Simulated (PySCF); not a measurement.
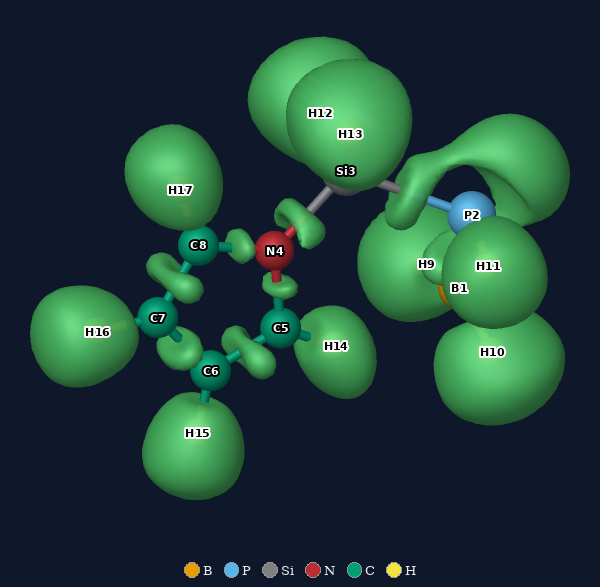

Figure 1: C$_{4}$H$_{9}$BNPSi. Isosurface of the ELF at 0.85 (green), seen at an oblique angle. Core shells and regions of very low density are left out.

Geometry: GFN2-xTB.

Level of theory: PBE0/def2-SVPD, SCF density, gas phase in PySCF 2.14.0.

```yaml
atoms:
  - { symbol: B, position_ang: [2.8069, 0.7712, 0.4725] }
  - { symbol: P, position_ang: [2.5721, -0.8290, -0.3905] }
  - { symbol: Si, position_ang: [0.6259, -1.6458, 0.3167] }
  - { symbol: N, position_ang: [-0.6495, -0.4428, 0.3213] }
  - { symbol: C, position_ang: [-0.5117, 0.9224, 0.3028] }
  - { symbol: C, position_ang: [-1.7379, 1.5060, 0.3643] }
  - { symbol: C, position_ang: [-2.6898, 0.4579, 0.4250] }
  - { symbol: C, position_ang: [-1.9947, -0.7098, 0.3977] }
  - { symbol: H, position_ang: [2.7706, 0.7779, 1.6427] }
  - { symbol: H, position_ang: [3.1313, 1.7267, -0.1175] }
  - { symbol: H, position_ang: [2.2458, -0.4569, -1.6790] }
  - { symbol: H, position_ang: [0.7981, -2.1439, 1.6842] }
  - { symbol: H, position_ang: [0.2024, -2.6865, -0.6206] }
  - { symbol: H, position_ang: [0.4687, 1.3620, 0.2505] }
  - { symbol: H, position_ang: [-1.9489, 2.5572, 0.3648] }
  - { symbol: H, position_ang: [-3.7551, 0.5690, 0.4787] }
  - { symbol: H, position_ang: [-2.3409, -1.7236, 0.4258] }
```

Describe the localisation domains.

At this value the surface marks out three regions between bonded C–C atoms (shared pairs), two regions between bonded C–N atoms (shared pairs), one region between bonded N–Si atoms (shared pairs), nine regions around hydrogen nuclei and one region on P in which the atom's valence shell and bonds are merged. Along the contacts the grid gives the following. C–C (1.36 Å): the ELF peaks at about 0.95 between the atoms, as expected for localised, covalent bonding. C–N (1.37 Å): the ELF peaks at about 0.90 between the atoms, as expected for a covalent bond.
